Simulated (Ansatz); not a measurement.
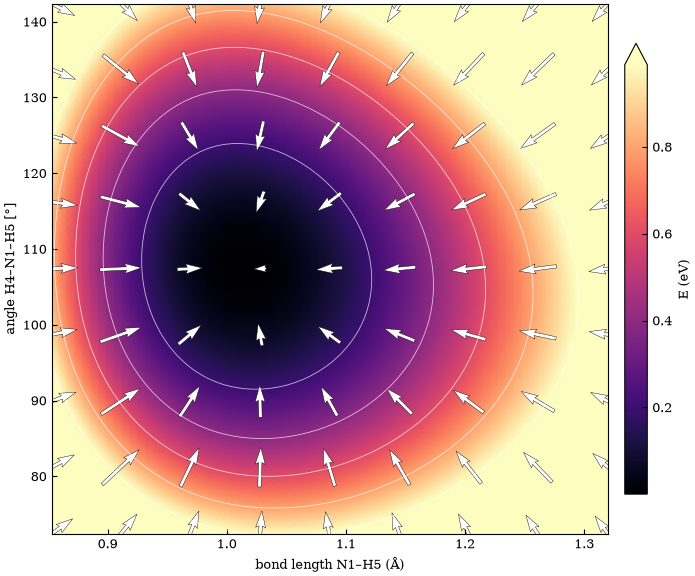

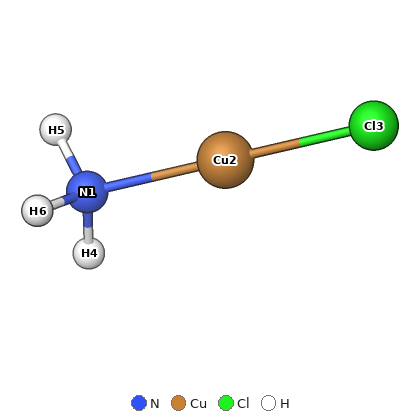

Energy landscape of ClCuH₃N, SMILES [NH3+][Cu-][Cl]. The first coordinate is: bond length N1–H5; the second: angle H4–N1–H5. Nothing is relaxed (all other coordinates rigid). The scan uses a 9 × 9 grid. Energies: eV, counted from the relaxed molecule at the same level. Level of theory: RKS PBE0-D4/def2-TZVP in Ansatz 0.2.0.

Drawn: a smooth colour map with a few white contour lines, arrows along the force (downhill), their lengths compressed, one colour for all values above the top of the scale. Between grid points the surface is interpolated. The second picture is the structure at the lowest point.

Where are the wells?

Answer. The lowest grid point is at bond length N1–H5 = 1.028 Å, angle H4–N1–H5 = 107.4°, 0.0035 eV from the relaxed molecule at the same level. It is the only kind of minimum in the scanned range. The highest grid point, bond length N1–H5 = 1.320 Å, angle H4–N1–H5 = 142.4°, lies 2.10 eV above the lowest. Round the minimum the two coordinates are weakly coupled (coupling 0.08 in units of the two stiffnesses).

Each point was launched as `ansatz run input.yaml --threads 1 --pin off --max-ram 2560MiB --backend cpu --events-out ev --progress --plain --runs-dir out`. The whole map (81 points run) took 8.2 min on 1 thread of Intel(R) Xeon(R) Platinum 8488C (Sapphire Rapids), on a shared host.
